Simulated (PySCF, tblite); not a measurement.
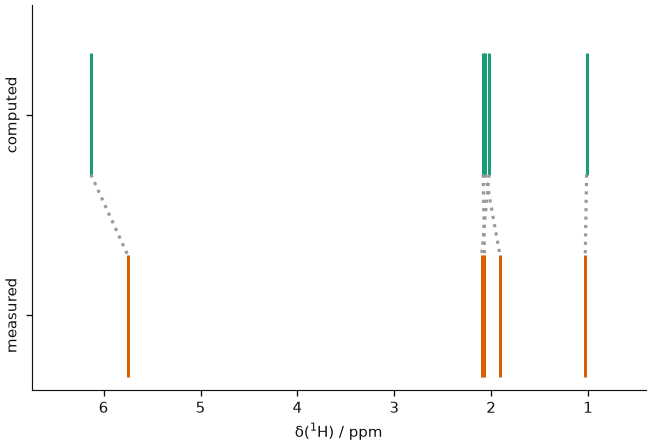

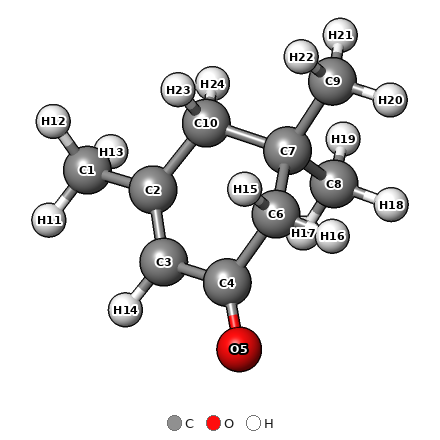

¹H shifts of C₉H₁₄O, SMILES CC1=CC(=O)CC(C)(C)C1 against TMS: GIAO PBE0/pcSseg-1 (PySCF) for one gas-phase conformer (GFN2-xTB, like atoms averaged) above, published measurements (CCl4) below; dotted lines join the same nuclei. Only nuclei with a measured value are shown, one named for each set of like atoms.

Question: How well does the calculation match?

Answer: Mean error 0.09 ppm, mean absolute error 0.13 ppm; the largest is 0.38 ppm, for H on C3.

Question: Is the order of the signals reproduced?

Answer: Not fully: some dotted lines cross.

Caveats: the tight-binding geometry is rougher than a DFT one and adds to the error.
